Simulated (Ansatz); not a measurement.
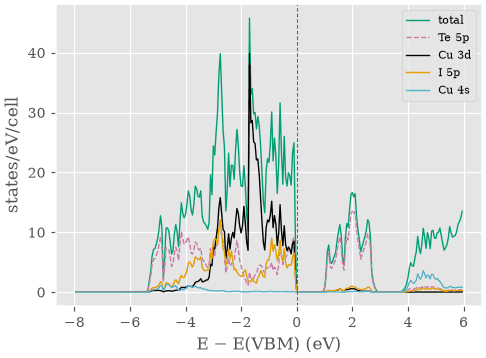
Total and projected density of states of CuTe2I in space group P2_1/c (No. 14; Cu on 4e, Te on 4e, Te on 4e, I on 4e), plane-wave PAW r²SCAN (Ansatz code)

Problem. Which orbitals carry the states next to the gap?

Solution. Top 1 eV of the valence band: Cu 3d 44 %, I 5p 27 %, Te 5p 26 %. Bottom 1 eV of the conduction band: Te 5p 81 %, I 5p 5 %. Projections are on Löwdin-orthogonalised atomic valence shells; empty p or d shells of many metals are not among them.

Problem. Where is the tallest occupied peak in this window, and what makes it?

Solution. Near -1.7 eV, about 46 states/eV per cell; the largest projected share is Cu 3d.

The first step of the workflow began from a Materials Project structure, measured or hypothetical; the Crystallography Open Database files this formula in space group No. 14, but the cells were not matched. Its standing as an ambient phase is unchecked. Symmetry was held in the r²SCAN relaxation; whether a distortion lowers the energy is not shown. No spin polarisation was allowed. A crystal of weakly bound layers computed without a dispersion correction: the cell and the soft elastic constants depend strongly on that. Scalar-relativistic: spin–orbit coupling is off unless named, which matters more the heavier the elements.

Potentials: the later of the program's two PAW sets.
